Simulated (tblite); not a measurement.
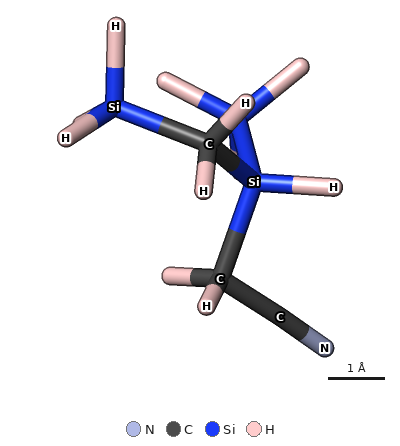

*The starting structure (stick view, seen at a tilt).*

Run report: C$_{3}$H$_{11}$NSi$_{3}$, geometry relaxation (part 1 of 2)

System: C$_{3}$H$_{11}$NSi$_{3}$.
Method: GFN2-xTB geometry optimisation, gas phase (tblite 0.8.0).

**What the program printed**
```
step      E/eV     max force
  0    -545.82073    2.341
  1    -546.03096    1.785
  2    -545.99704    5.778
  3    -546.13017    0.649
  4    -546.15780    0.590
  5    -546.21157    0.544
  6    -546.22482    0.308
  7    -546.23895    0.367
  8    -546.25029    0.478
  9    -546.26285    0.332
 10    -546.27118    0.219
 11    -546.27661    0.195
 12    -546.28033    0.212
 13    -546.28360    0.167
 14    -546.28666    0.137
 15    -546.28905    0.101
 16    -546.29066    0.100
 17    -546.29198    0.119
 18    -546.29353    0.151
 19    -546.29525    0.126
 20    -546.29655    0.091
 21    -546.29735    0.062
 22    -546.29803    0.086
 23    -546.29893    0.108
 24    -546.30002    0.102
 25    -546.30103    0.083
 26    -546.30182    0.073
 27    -546.30263    0.079
 28    -546.30373    0.093
 29    -546.30503    0.089
 30    -546.30631    0.096
 31    -546.30756    0.092
 32    -546.30892    0.096
 33    -546.31050    0.113
 34    -546.31229    0.096
 35    -546.31401    0.104
 36    -546.31550    0.107
 37    -546.31675    0.085
 38    -546.31767    0.065
 39    -546.31836    0.065
 40    -546.31908    0.087
 41    -546.31994    0.092
 42    -546.32101    0.099
 43    -546.32229    0.091
 44    -546.32367    0.094
 45    -546.32505    0.125
 46    -546.32642    0.123
 47    -546.32785    0.109
 48    -546.32950    0.088
 49    -546.33161    0.127
 50    -546.33430    0.239
 51    -546.33404    0.273
 52    -546.34007    0.197
 53    -546.34312    0.212
 54    -546.34738    0.082
 55    -546.34813    0.070
 56    -546.34950    0.080
 57    -546.35050    0.093
 58    -546.35194    0.145
 59    -546.35307    0.148
 60    -546.35415    0.136
 61    -546.35544    0.121
 62    -546.35701    0.127
 63    -546.35921    0.108
 64    -546.36025    0.108
 65    -546.36110    0.083
 66    -546.36195    0.106
 67    -546.36308    0.123
 68    -546.36449    0.097
 69    -546.36559    0.074
 70    -546.36593    0.068
 71    -546.36712    0.073
 72    -546.36827    0.090
 73    -546.36937    0.125
 74    -546.37012    0.055
 75    -546.37061    0.070
 76    -546.37100    0.052
 77    -546.37146    0.064
 78    -546.37194    0.065
 79    -546.37239    0.055
 80    -546.37280    0.045
 81    -546.37325    0.044
 82    -546.37368    0.048
 83    -546.37401    0.053
 84    -546.37431    0.047
 85    -546.37458    0.045
 86    -546.37482    0.047
 87    -546.37506    0.046
 88    -546.37536    0.047
 89    -546.37570    0.048
 90    -546.37603    0.054
 91    -546.37632    0.042
 92    -546.37664    0.059
 93    -546.37712    0.070
 94    -546.37788    0.072
 95    -546.37872    0.070
 96    -546.37927    0.052
 97    -546.37952    0.050
 98    -546.37993    0.045
 99    -546.38038    0.058
100    -546.38093    0.065
101    -546.38125    0.053
102    -546.38151    0.045
103    -546.38169    0.054
104    -546.38203    0.057
105    -546.38244    0.054
106    -546.38273    0.024
107    -546.38281    0.067
108    -546.38286    0.028
109    -546.38291    0.048
110    -546.38306    0.077
111    -546.38323    0.079
112    -546.38346    0.056
113    -546.38363    0.031
114    -546.38375    0.022
115    -546.38382    0.021
116    -546.38388    0.020
117    -546.38398    0.018
118    -546.38431    0.025
119    -546.38452    0.026
120    -546.38466    0.022
121    -546.38472    0.034
122    -546.38481    0.021
123    -546.38488    0.019
124    -546.38499    0.023
125    -546.38508    0.026
126    -546.38525    0.028
127    -546.38542    0.023
128    -546.38562    0.025
129    -546.38579    0.025
130    -546.38590    0.025
131    -546.38596    0.035
132    -546.38604    0.016
133    -546.38609    0.015
134    -546.38616    0.020
135    -546.38620    0.023
136    -546.38628    0.025
137    -546.38634    0.021
138    -546.38640    0.014
139    -546.38644    0.015
140    -546.38648    0.013
141    -546.38651    0.013
142    -546.38656    0.015
143    -546.38662    0.019
144    -546.38668    0.018
145    -546.38675    0.015
146    -546.38681    0.017
147    -546.38688    0.021
148    -546.38692    0.024
149    -546.38701    0.058
150    -546.38710    0.037
151    -546.38728    0.016
152    -546.38739    0.031
153    -546.38757    0.037
154    -546.38778    0.034
155    -546.38798    0.026
156    -546.38811    0.025
157    -546.38819    0.020
158    -546.38827    0.018
159    -546.38837    0.023
160    -546.38849    0.036
161    -546.38862    0.030
162    -546.38877    0.023
163    -546.38886    0.020
164    -546.38895    0.020
165    -546.38903    0.023
166    -546.38911    0.020
167    -546.38917    0.019
168    -546.38921    0.013
169    -546.38925    0.012
170    -546.38929    0.016
171    -546.38933    0.017
172    -546.38935    0.011
173    -546.38937    0.009
```

**Trajectory as extended XYZ (Å, eV, eV/Å), 12 of the 174 frames kept, from step=0 to step=173**
```
18
Properties=species:S:1:pos:R:3:forces:R:3 step=0 energy=-545.82073
N    -3.5463   -1.8959    0.0660    0.2810   0.1690  -0.0870
C    -2.4177   -1.7073    0.1145    1.3080  -0.3860   0.4540
C    -0.9623   -1.5039    0.2187   -1.2480  -0.5280   0.8990
Si   -0.5634   -0.1031   -0.9471   -0.4550  -0.2310  -1.2440
Si   -1.0687    1.7958    0.0469   -1.2040   1.6280   0.8540
C     1.1932   -0.2526   -1.4943    0.3870  -1.6050  -1.6590
Si    2.4571    0.3976   -0.3228    1.6480   0.4050   0.5770
H    -0.7322   -1.1685    1.2573   -0.1870  -0.5120  -0.5690
H    -0.3883   -2.4083   -0.0240   -0.4760   0.1050   0.2310
H    -1.4238   -0.2692   -2.1171   -0.1330  -0.1970  -0.3290
H    -1.6412    2.7428   -0.9387    0.2390  -0.0440   0.3030
H    -2.1738    1.5058    1.0017    0.2420   0.1820  -0.1370
H    -0.0001    2.3967    0.8390    0.0130   0.1810  -0.0390
H     1.4007   -1.3570   -1.6182   -0.1250   0.9680  -0.1050
H     1.2992    0.1788   -2.5124    0.0280  -0.2220   0.6740
H     1.9364    0.7322    1.0102    0.0350  -0.0580  -0.0990
H     3.1135    1.5627   -0.9469   -0.1510  -0.0520   0.1890
H     3.5088   -0.6404   -0.1739   -0.2010   0.1990   0.0860
18
Properties=species:S:1:pos:R:3:forces:R:3 step=16 energy=-546.29066
N    -3.5323   -1.9251    0.0890   -0.0720  -0.0470   0.0460
C    -2.4012   -1.7759    0.1830    0.0690   0.0700  -0.0180
C    -0.9996   -1.5252    0.2257    0.0040  -0.0280   0.0130
Si   -0.5991   -0.0922   -1.0177   -0.0500  -0.0290   0.0240
Si   -1.1774    1.8714    0.0674   -0.0180   0.0720   0.0110
C     1.2301   -0.3154   -1.5283   -0.0480   0.0420   0.0560
Si    2.5526    0.3663   -0.3328    0.0010  -0.0080  -0.0020
H    -0.7197   -1.2347    1.2392    0.0030  -0.0080   0.0090
H    -0.4727   -2.4487   -0.0157    0.0180   0.0080  -0.0540
H    -1.4218   -0.3878   -2.2094    0.0340  -0.0100  -0.0070
H    -1.6482    2.9082   -0.8486   -0.0550   0.0130  -0.0520
H    -2.2251    1.6361    1.0646   -0.0290  -0.0100  -0.0300
H    -0.0675    2.4835    0.8016    0.0710  -0.0070   0.0150
H     1.4155   -1.3757   -1.7041    0.0240   0.0190  -0.0190
H     1.3580    0.1738   -2.4938    0.0200  -0.0210   0.0160
H     1.9700    0.6925    0.9720   -0.0090  -0.0500   0.0230
H     3.1246    1.5867   -0.9011    0.0160   0.0100  -0.0110
H     3.6050   -0.6314   -0.1322    0.0230  -0.0150  -0.0200
18
Properties=species:S:1:pos:R:3:forces:R:3 step=31 energy=-546.30756
N    -3.5357   -1.9633    0.1998   -0.0190   0.0060   0.0240
C    -2.4052   -1.7830    0.2282    0.0220   0.0010  -0.0150
C    -1.0048   -1.5243    0.2146    0.0110  -0.0120  -0.0300
Si   -0.6194   -0.0765   -1.0106    0.0330   0.0650  -0.0560
Si   -1.2071    1.9081    0.0301   -0.0060   0.0210   0.0030
C     1.2223   -0.2866   -1.4962   -0.0210  -0.0080   0.0160
Si    2.5778    0.3468   -0.3085   -0.0490  -0.0270  -0.0110
H    -0.6825   -1.2854    1.2292    0.0340   0.0160  -0.0310
H    -0.4848   -2.4264   -0.1075   -0.0110  -0.0680   0.0390
H    -1.3881   -0.4010   -2.2336    0.0040   0.0040   0.0530
H    -1.6911    2.9359   -0.8929    0.0020  -0.0160  -0.0270
H    -2.2642    1.6825    1.0196    0.0000   0.0090   0.0040
H    -0.0670    2.4951    0.7436   -0.0060   0.0140   0.0060
H     1.3945   -1.3481   -1.6865    0.0360   0.0410  -0.0350
H     1.3611    0.2121   -2.4566    0.0000  -0.0390   0.0340
H     2.0106    0.5787    1.0256    0.0360  -0.0080  -0.0160
H     3.1277    1.5953   -0.8481   -0.0270  -0.0470   0.0640
H     3.6473   -0.6533   -0.1913   -0.0390   0.0480  -0.0220
18
Properties=species:S:1:pos:R:3:forces:R:3 step=47 energy=-546.32785
N    -3.5033   -1.9345    0.4118    0.0850   0.0340   0.0030
C    -2.3724   -1.7720    0.3230   -0.1080   0.0110  -0.0030
C    -0.9744   -1.5478    0.1733   -0.0060  -0.0170   0.0450
Si   -0.6304   -0.0719   -1.0261   -0.0130   0.0840   0.0480
Si   -1.2252    1.9413   -0.0379   -0.0260   0.0370   0.0230
C     1.2152   -0.2621   -1.4794    0.0280  -0.0160  -0.0630
Si    2.5610    0.2938   -0.2483    0.0140  -0.0070   0.0260
H    -0.5466   -1.3389    1.1547    0.0210  -0.0120   0.0150
H    -0.5231   -2.4662   -0.2050    0.0260  -0.0020  -0.0060
H    -1.4115   -0.3850   -2.2407    0.0100  -0.0230  -0.0130
H    -1.7297    2.8959   -1.0284    0.0590   0.0120  -0.0270
H    -2.3008    1.7911    0.9425   -0.0130  -0.0610   0.0400
H    -0.1123    2.5899    0.6721   -0.0170  -0.0400  -0.0700
H     1.3960   -1.3077   -1.7340    0.0020  -0.0200   0.0100
H     1.3822    0.2857   -2.4055   -0.0130   0.0420  -0.0440
H     2.0601    0.3292    1.1307   -0.0220  -0.0270  -0.0330
H     3.0360    1.6295   -0.6218   -0.0320  -0.0350   0.0270
H     3.6703   -0.6640   -0.3224    0.0040   0.0420   0.0190
18
Properties=species:S:1:pos:R:3:forces:R:3 step=63 energy=-546.35921
N    -3.3876   -1.7320    0.7621   -0.0630   0.0150  -0.0070
C    -2.2744   -1.6739    0.5010    0.0800  -0.0020   0.0730
C    -0.8972   -1.5652    0.1581   -0.0030   0.0100  -0.0180
Si   -0.6275   -0.0652   -1.0366   -0.0050  -0.0480   0.0520
Si   -1.2676    1.9810   -0.1590    0.0420  -0.0060   0.0170
C     1.2143   -0.2156   -1.5130    0.0190   0.0110  -0.0250
Si    2.4975    0.1839   -0.1627   -0.0110   0.0110   0.0080
H    -0.3034   -1.4545    1.0676   -0.0650   0.0340  -0.0220
H    -0.5885   -2.4931   -0.3282   -0.0050   0.0230  -0.0040
H    -1.4079   -0.4394   -2.2325   -0.0310  -0.0190  -0.0640
H    -1.7385    2.8528   -1.2384   -0.0060   0.0260  -0.0060
H    -2.3489    1.8714    0.8183   -0.0040  -0.0140   0.0220
H    -0.1538    2.6874    0.4902   -0.0300  -0.0400  -0.0120
H     1.3873   -1.2262   -1.8890    0.0490   0.0360   0.0300
H     1.3914    0.4469   -2.3592    0.0330   0.0070  -0.0170
H     2.0052   -0.2493    1.1509    0.0120   0.0000  -0.0060
H     2.7465    1.6283   -0.1267   -0.0300  -0.0550  -0.0070
H     3.7443   -0.5309   -0.4440    0.0190   0.0110  -0.0160
18
Properties=species:S:1:pos:R:3:forces:R:3 step=79 energy=-546.37239
N    -3.3427   -1.5927    0.9348   -0.0070   0.0220  -0.0080
C    -2.2491   -1.5826    0.5944   -0.0150  -0.0280  -0.0150
C    -0.8979   -1.5380    0.1505    0.0030  -0.0070   0.0060
Si   -0.6300   -0.0918   -1.1049   -0.0150  -0.0020   0.0230
Si   -1.2809    1.9507   -0.2219    0.0140  -0.0020   0.0050
C     1.2292   -0.1926   -1.5352   -0.0040   0.0080   0.0000
Si    2.4639    0.1428   -0.1254    0.0280  -0.0440  -0.0160
H    -0.2540   -1.4088    1.0202    0.0170   0.0250   0.0220
H    -0.6449   -2.4938   -0.3113   -0.0270  -0.0020  -0.0040
H    -1.3969   -0.5160   -2.2975    0.0270   0.0090  -0.0080
H    -1.7508    2.8578   -1.2730   -0.0110  -0.0080  -0.0040
H    -2.3429    1.8343    0.7763   -0.0070  -0.0150  -0.0090
H    -0.1521    2.6279    0.4274    0.0020   0.0090   0.0110
H     1.4482   -1.1728   -1.9613   -0.0180  -0.0030   0.0060
H     1.4291    0.5255   -2.3298   -0.0070  -0.0020  -0.0300
H     2.0441   -0.5461    1.0996    0.0110   0.0060   0.0110
H     2.5405    1.5814    0.1244   -0.0010   0.0050   0.0100
H     3.7786   -0.3787   -0.5086    0.0100   0.0300  -0.0020
```
